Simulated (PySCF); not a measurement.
Vertical excitations of a molecule C4H5NSi from TDDFT-PBE/def2-SVPD in PySCF, as energy in eV (oscillator strength): 5.08 (0.001), 5.33 (0.000), 5.61 (0.162), 5.88 (0.001), 6.00 (0.005), 6.21 (0.011), 6.52 (0.000), 6.57 (0.062), 6.70 (0.000), 6.79 (0.004). Lowest triplet (TDA): 3.66 eV. Coordinates come from a ωB97X-D3(BJ)/def2-SVP optimisation. Other conformers were not sampled.

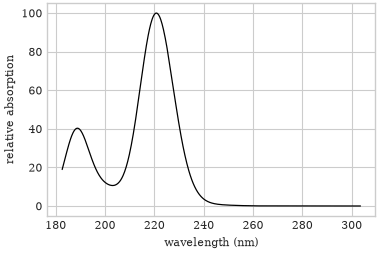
Figure: The lines broadened by 0.4 eV.

**Question.** Which structure fits?
A) C#CC1=NC[SiH2]1
B) N#CC1=CC[SiH2]1
C) C=C=C([SiH3])C#N
D) C#C[SiH](N)C#C

**Answer.** B, N#CC1=CC[SiH2]1
